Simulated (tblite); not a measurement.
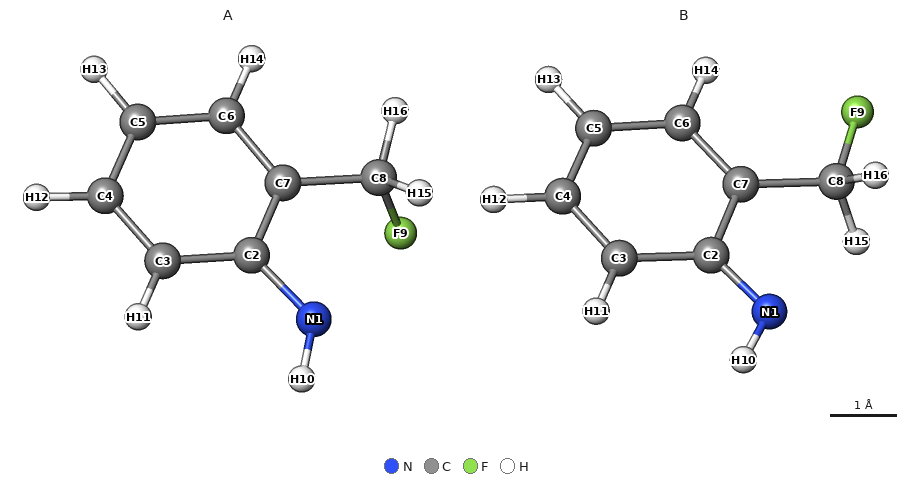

Two geometries of C7H7FN (multiplicity 2), drawn at one scale. One is the start of a relaxation, the other its converged end. Style: ball-and-stick. Shown at a tilt.

These are results of GFN2-xTB geometry optimisation, gas phase (tblite), not measurements. 

Q: Which one is relaxed?

A: Structure B is the relaxed one. The largest move after the best rigid fit is that of F9, 1.86 Å. By element the largest moves are F 1.86 Å, H 1.70 Å, N 0.18 Å, C 0.17 Å. Some distances before and after: N1–C2 1.410 → 1.304 Å, C2–C7 1.383 → 1.441 Å, C2–C3 1.391 → 1.434 Å, C8–F9 1.398 → 1.371 Å. Bond angles that change, for instance: C2–N1–H10 127.3° → 113.2°, F9–C8–H16 103.4° → 107.5°, C3–C4–H12 123.3° → 120.2°. Groups turn about C7–C8 by about 105°. Over 123 geometry steps the energy falls by 15.4 kcal/mol.
